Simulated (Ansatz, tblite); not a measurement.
# Al6P6 wurtzite hole sphere (Al6P6H18): rung by rung

How do method and basis change the picture of Al6P6 wurtzite hole sphere (Al6P6H18) (singlet)?

Computed with Ansatz 0.2.0, Gaussian basis. Level: as each input shows.

Levels to be run: GFN1-xTB, GFN2-xTB, PBE-D4/def2-TZVP, r2SCAN-D4/def2-TZVP, PBE-D4/def2-SVP, PBE0-D4/def2-SVP.

1 further run of the same task is left out (set aside as unsound or not needed).

## 1. The relaxed structure

The singlet was relaxed beforehand with PBE-D4/def2-SVP.

30 atoms, charge 0, spin multiplicity 1.

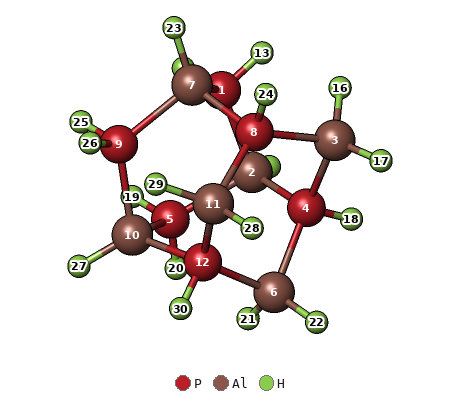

The structure; phosphorus red, aluminium brown, hydrogen green; atoms are numbered from 1 in the order of the file.

PBE0-D4/def2-TZVP was run before; its log isn't repeated, and its numbers join the tables.

## 2. GFN1-xTB

Tight binding, by tblite at 300 K electronic temperature and without a spin-polarisation term:

```python
tblite.interface.Calculator('GFN1-xTB', numbers, positions, charge=0, uhf=0).singlepoint()
```

Energy -911.7360 eV, HOMO -10.55 eV, LUMO -6.60 eV; 0.1 s.

## 3. GFN2-xTB

Tight binding, by tblite at 300 K electronic temperature and without a spin-polarisation term:

```python
tblite.interface.Calculator('GFN2-xTB', numbers, positions, charge=0, uhf=0).singlepoint()
```

Energy -840.0434 eV, HOMO -10.25 eV, LUMO -7.53 eV; 0.086 s.

## 4. PBE-D4/def2-TZVP

start.molden holds the orbitals of an earlier run on this state, given as this run's starting guess.

File in.yaml:

```yaml
crystal:
  periodic: [false, false, false]
  atoms:
    - {symbol: P, position_ang: [-0.002915, -2.104363, -1.874477]}
    - {symbol: Al, position_ang: [-2.119223, -1.222828, -1.055438]}
    - {symbol: Al, position_ang: [0.002371, -2.477104, 2.014805]}
    - {symbol: P, position_ang: [-1.834256, -1.058078, 1.283021]}
    - {symbol: P, position_ang: [-1.823633, 1.050406, -1.875062]}
    - {symbol: Al, position_ang: [-2.144607, 1.242235, 2.014149]}
    - {symbol: Al, position_ang: [2.116066, -1.223672, -1.061480]}
    - {symbol: P, position_ang: [1.837356, -1.058707, 1.277740]}
    - {symbol: P, position_ang: [1.819031, 1.049868, -1.879609]}
    - {symbol: Al, position_ang: [-0.001041, 2.444356, -1.061553]}
    - {symbol: Al, position_ang: [2.149491, 1.241423, 2.008674]}
    - {symbol: P, position_ang: [0.001661, 2.121713, 1.277778]}
    - {symbol: H, position_ang: [-0.001901, -3.514973, -1.656745]}
    - {symbol: H, position_ang: [-0.004826, -2.095392, -3.306582]}
    - {symbol: H, position_ang: [-3.372110, -1.946854, -1.728420]}
    - {symbol: H, position_ang: [0.001211, -3.764303, 1.037768]}
    - {symbol: H, position_ang: [0.005024, -2.630911, 3.608332]}
    - {symbol: H, position_ang: [-3.019093, -1.742461, 1.713429]}
    - {symbol: H, position_ang: [-1.815900, 1.043393, -3.307162]}
    - {symbol: H, position_ang: [-3.046037, 1.754713, -1.658606]}
    - {symbol: H, position_ang: [-3.259540, 1.883534, 1.035829]}
    - {symbol: H, position_ang: [-2.278144, 1.321153, 3.607478]}
    - {symbol: H, position_ang: [3.367110, -1.947678, -1.737910]}
    - {symbol: H, position_ang: [3.023461, -1.743961, 1.703239]}
    - {symbol: H, position_ang: [1.809718, 1.042034, -3.311690]}
    - {symbol: H, position_ang: [3.041580, 1.754453, -1.664821]}
    - {symbol: H, position_ang: [-0.002097, 3.889469, -1.738688]}
    - {symbol: H, position_ang: [2.286114, 1.319154, 3.601844]}
    - {symbol: H, position_ang: [3.263276, 1.882456, 1.028898]}
    - {symbol: H, position_ang: [0.001854, 3.490912, 1.705259]}
basis:
  gaussian: {orbitals: def2-TZVP, fitting: {mean_field: def2-universal-jkfit}, initial_orbitals: start.molden}
hamiltonian: {xc: pbe, dispersion: d4}
scf: {omitted_lower_state_checks: [starts]}
output: {orbitals: {seedname: orbitals}}
```

Started as:

```bash
$ ansatz run in.yaml --threads 2 --pin off --events-out ev --progress --plain --max-ram 32768MiB --backend cuda --devices 0, --max-vram 18GiB
```

Output:

```text
Functional definition: PBE
  name "PBE"
  cite "Perdew, Burke & Ernzerhof, Phys. Rev. Lett. 77, 3865 (1996) doi:10.1103/PhysRevLett.77.3865"
  parent pbe
  parameter kappa = 0.804
  parameter beta = 0.06672455060314922
  exchange = pbe_x(kappa = kappa, mu = beta*pi^2/3)
  correlation = pbe_c(beta = beta)
these checks for a lower state are left out or cut short: starts
1860 factors; integrals over basis functions are off by at most 6.6e-1 eV
mean field evaluation 1: about -95568.1794 eV, gradient 2.2e1 eV
mean field evaluation 2: about -95568.5383 eV, gradient 4.9e-1 eV
mean field evaluation 4: about -95568.5449 eV, gradient 1.8e-3 eV
mean field -95568.54493960 eV, -3512.0792478439 hartree, gradient 1.0e-5 eV, S^2 0.000000; 0 other end points of the search recorded, 0 dependent functions left out
reference -95568.54503703 eV, -3512.0792514243 hartree; 93, 93 occupied and 459, 459 virtual orbitals, 1860 factors
Total energy: -95570.33470894 eV, -3512.1450206540 hartree
Checks for a lower state left out: starts
```

Run time: 18 s. Hardware: 1 × H100 (card shared with other runs) with 2 threads of AMD EPYC 7R13, shared host; peak host memory 0.97 GiB.

From the report: HOMO -6.32 eV, LUMO -2.57 eV.

## 5. r2SCAN-D4/def2-TZVP

in.yaml, as its differences from that of step 4:

```diff
@@ -35,3 +35,3 @@
   gaussian: {orbitals: def2-TZVP, fitting: {mean_field: def2-universal-jkfit}, initial_orbitals: start.molden}
-hamiltonian: {xc: pbe, dispersion: d4}
+hamiltonian: {xc: r2scan, dispersion: d4}
 scf: {omitted_lower_state_checks: [starts]}
```

The command is unchanged.

Output:

```text
Functional definition: r2SCAN
  name "r2SCAN"
  cite "Furness, Kaplan, Ning, Perdew & Sun, J. Phys. Chem. Lett. 11, 8208 (2020) doi:10.1021/acs.jpclett.0c02405"
  cite "Furness, Kaplan, Ning, Perdew & Sun, J. Phys. Chem. Lett. 11, 9248 (2020) doi:10.1021/acs.jpclett.0c03077"
  parent r2scan
  parameter k0 = 0.174
  parameter k1 = 0.065
  parameter a1 = 4.9479
  exchange = r2scan_x(k0 = k0, k1 = k1, a1 = a1)
  correlation = r2scan_c
these checks for a lower state are left out or cut short: starts
1860 factors; integrals over basis functions are off by at most 6.6e-1 eV
mean field evaluation 1: about -95609.3188 eV, gradient 1.5e1 eV
mean field evaluation 2: about -95609.4426 eV, gradient 2.0e-1 eV
mean field evaluation 4: about -95609.4487 eV, gradient 4.4e-4 eV
mean field -95609.44872566 eV, -3513.5824342559 hartree, gradient 2.5e-5 eV, S^2 0.000000; 0 other end points of the search recorded, 0 dependent functions left out
reference -95609.44875402 eV, -3513.5824352984 hartree; 93, 93 occupied and 459, 459 virtual orbitals, 1860 factors
Total energy: -95609.94534703 eV, -3513.6006847547 hartree
Checks for a lower state left out: starts
```

Run time: 17 s. Hardware: 1 × H100 (card shared with other runs) with 2 threads of AMD EPYC 7R13, shared host; peak host memory 1 GiB.

From the report: HOMO -6.59 eV, LUMO -2.45 eV.

## 6. PBE-D4/def2-SVP

in.yaml, as its differences from that of step 5:

```diff
@@ -34,4 +34,4 @@
 basis:
-  gaussian: {orbitals: def2-TZVP, fitting: {mean_field: def2-universal-jkfit}, initial_orbitals: start.molden}
-hamiltonian: {xc: r2scan, dispersion: d4}
+  gaussian: {orbitals: def2-SVP, initial_orbitals: start.molden}
+hamiltonian: {xc: pbe, dispersion: d4}
 scf: {omitted_lower_state_checks: [starts]}
```

Launched as before.

Output:

```text
Functional definition: PBE
  name "PBE"
  cite "Perdew, Burke & Ernzerhof, Phys. Rev. Lett. 77, 3865 (1996) doi:10.1103/PhysRevLett.77.3865"
  parent pbe
  parameter kappa = 0.804
  parameter beta = 0.06672455060314922
  exchange = pbe_x(kappa = kappa, mu = beta*pi^2/3)
  correlation = pbe_c(beta = beta)
these checks for a lower state are left out or cut short: starts
3444 factors; their error is unknown
mean field evaluation 1: about -95535.2875 eV, gradient 1.3e1 eV
mean field evaluation 2: about -95535.6913 eV, gradient 3.8e-1 eV
mean field evaluation 4: about -95535.5656 eV, gradient 1.0e-3 eV
mean field -95535.56564661 eV, -3510.8672811808 hartree, gradient 1.1e-5 eV, S^2 0.000000; 0 other end points of the search recorded, 0 dependent functions left out
reference -95535.56572864 eV, -3510.8672841954 hartree; 93, 93 occupied and 213, 213 virtual orbitals, 3444 factors
Total energy: -95537.35540056 eV, -3510.9330534251 hartree
Checks for a lower state left out: starts
```

Wall time 14 s (1 × H100 (card shared with other runs) with 2 threads of AMD EPYC 7R13, shared host); peak host memory 0.96 GiB.

HOMO -6.27 eV, LUMO -2.31 eV.

## 7. PBE0-D4/def2-SVP

in.yaml, as its differences from that of step 6:

```diff
@@ -35,3 +35,3 @@
   gaussian: {orbitals: def2-SVP, initial_orbitals: start.molden}
-hamiltonian: {xc: pbe, dispersion: d4}
+hamiltonian: {xc: pbe0, dispersion: d4}
 scf: {omitted_lower_state_checks: [starts]}
```

Same command.

Output:

```text
Functional definition: PBE0
  name "PBE0"
  cite "Adamo & Barone, J. Chem. Phys. 110, 6158 (1999) doi:10.1063/1.478522"
  cite "Perdew, Burke & Ernzerhof, Phys. Rev. Lett. 77, 3865 (1996) doi:10.1103/PhysRevLett.77.3865"
  parent pbe
  parameter a = 0.25
  parameter kappa = 0.804
  parameter beta = 0.06672455060314922
  exchange = (1 - a)*pbe_x(kappa = kappa, mu = beta*pi^2/3) + a*exact_x
  correlation = pbe_c(beta = beta)
these checks for a lower state are left out or cut short: starts
2847 factors; integrals over basis functions are off by at most 1.3e-3 eV
mean field evaluation 1: about -95545.1597 eV, gradient 6.3e0 eV
mean field evaluation 2: about -95545.2939 eV, gradient 9.9e-2 eV
mean field evaluation 4: about -95545.5460 eV, gradient 1.4e-3 eV
mean field -95545.54601799 eV, -3511.2340530639 hartree, gradient 2.4e-5 eV, S^2 0.000000; 0 other end points of the search recorded, 0 dependent functions left out
reference -95545.54607891 eV, -3511.2340553027 hartree; 93, 93 occupied and 213, 213 virtual orbitals, 2847 factors
Total energy: -95547.16188998 eV, -3511.2934352642 hartree
Checks for a lower state left out: starts
```

Wall time 17 s (1 × H100 (card shared with other runs) with 2 threads of AMD EPYC 7R13, shared host); peak host memory 0.93 GiB.

Report: HOMO -7.39 eV, LUMO -1.56 eV.

## 8. Levels side by side

| level | functions | HOMO (eV) | LUMO (eV) | gap (eV) | time |
| --- | --- | --- | --- | --- | --- |
| PBE-D4/def2-SVP | 306 | -6.27 | -2.31 | 3.97 | 14 s |
| PBE-D4/def2-TZVP | 552 | -6.32 | -2.57 | 3.74 | 18 s |
| r2SCAN-D4/def2-TZVP | 552 | -6.59 | -2.45 | 4.14 | 17 s |
| PBE0-D4/def2-SVP | 306 | -7.39 | -1.56 | 5.83 | 17 s |
| PBE0-D4/def2-TZVP | 552 | -7.40 | -1.81 | 5.59 | 22 s |

## 9. Binding energy

Free atoms were run apart at each level; binding is atoms less cluster, divided by the number of atoms, without zero-point or spin-orbit terms.

| level | binding an atom (eV) |
| --- | --- |
| PBE-D4/def2-SVP | 2.885 |
| PBE-D4/def2-TZVP | 2.874 |
| r2SCAN-D4/def2-TZVP | 2.895 |
| PBE0-D4/def2-SVP | 2.878 |
| PBE0-D4/def2-TZVP | 2.869 |

## 10. Outcome

| quantity | value |
| --- | --- |
| gap in def2-TZVP, named functionals, smallest and largest | 3.74 eV (PBE-D4), 5.59 eV (PBE0-D4) |
| binding an atom, functionals in def2-TZVP | 2.87 (PBE0-D4) to 2.89 eV (r2SCAN-D4) |
| PBE0 total energy, smallest basis above largest | 32.44 eV (def2-SVP, def2-TZVP) |

In words: Over the named functionals in def2-TZVP the gap runs from 3.74 eV (PBE-D4) to 5.59 eV (PBE0-D4); exact exchange widens it.

The slowest run with a step of its own, PBE-D4/def2-TZVP, took 18 s; the quickest functional in def2-TZVP took 17 s (shared host).
